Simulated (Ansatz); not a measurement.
HCN···CH3 (doublet)

The calculation's input:

```
crystal:
  periodic: [false, false, false]
  atoms:
    - { symbol: H, position_ang: [-0.763511, -0.270325, -0.408467] }
    - { symbol: C, position_ang: [1.250828, 0.410413, 0.637899] }
    - { symbol: C, position_ang: [-1.6936, -0.557965, -0.865941] }
    - { symbol: "N", position_ang: [-2.699268, -0.865568, -1.35706] }
    - { symbol: H, position_ang: [1.337729, -0.507812, 1.207547] }
    - { symbol: H, position_ang: [0.789757, 1.281176, 1.090078] }
    - { symbol: H, position_ang: [1.777965, 0.510082, -0.304157] }
magnetization:
  spin_polarized: true
  initial_magnetization: 1
basis:
  gaussian: { orbitals: "6-31G*" }
hamiltonian:
  xc: r2scan
  dispersion: d4
relax:
  f_tol: 0.03
  max_steps: 50
output:
  orbitals: {}
```

Run with:

```sh
ansatz run input.yaml --threads 2 --pin off --max-ram 3072MiB --backend cpu --events-out ev --progress --plain --runs-dir out
```

The fields are those of the run's last geometry, not of the input's.

Theory: Ansatz, UKS r2SCAN-D4/6-31G*.

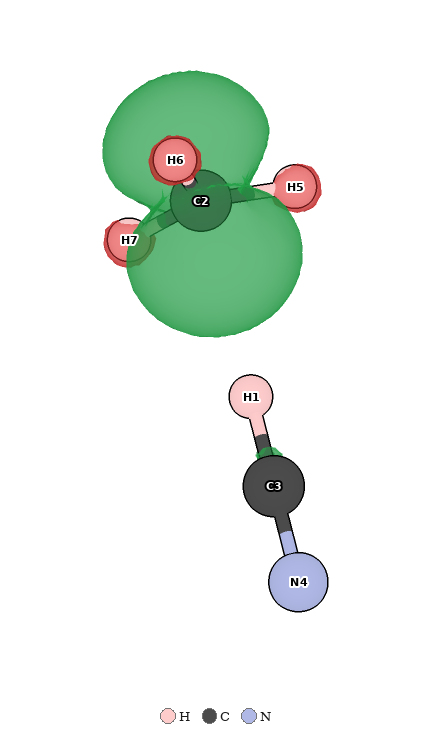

Figure 1. Isosurfaces of the spin density (α minus β) at +0.04 (green) and −0.04 e/Å³ (red), seen at an oblique angle.

Question: Where is the unpaired spin?

Answer: The unpaired spin (1 electron) lies mostly on C2 (about 0.8), in electrons by Hirshfeld's partition.

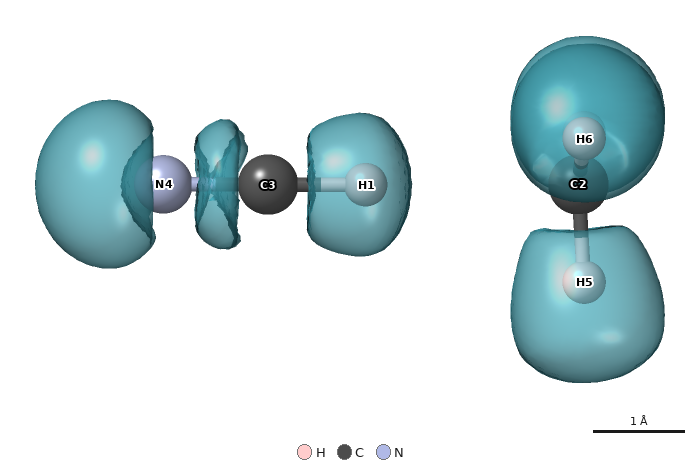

Figure 2. Isosurface of the electron localisation function at 0.8 (cyan), seen from one side. Core shells and regions of very low density are left out.

Question: Identify the bonds, lone pairs and shells in this picture.

Answer: At this value the surface marks out one region between bonded C–N atoms (shared pairs), four regions around hydrogen nuclei and one lobe on N, pointing away from the bonds (non-bonding electrons). Along the contacts the grid gives the following. C2···H1 (2.36 Å): the ELF dips to about 0.05 between them. C–N (1.16 Å): the ELF peaks at about 0.85 between the atoms: a multiple bond.

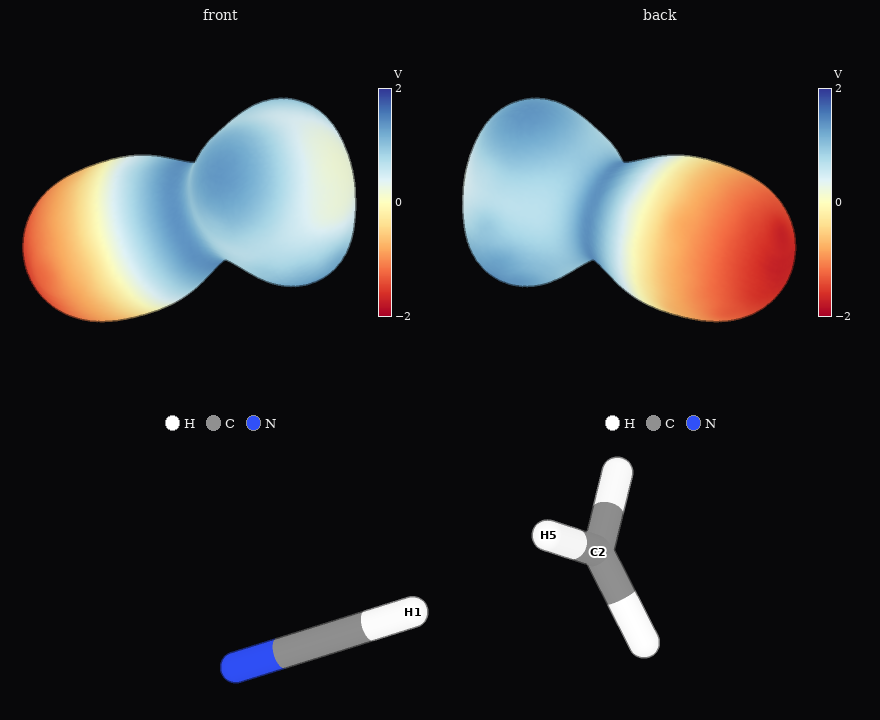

Figure 3. The molecular electrostatic potential painted on the density surface at 0.002 e/bohr³, seen from the front and from behind; the colour scale runs from red (negative) to blue (positive). The bare structure is drawn below in the same view.

Question: Where is the surface potential most negative and most positive?

Answer: The most negative region (about −1.7 V) lies over N4, the most positive (about +1.4 V) over H1, H5, H6 and H7. N4 is the likeliest acceptor of a hydrogen bond.
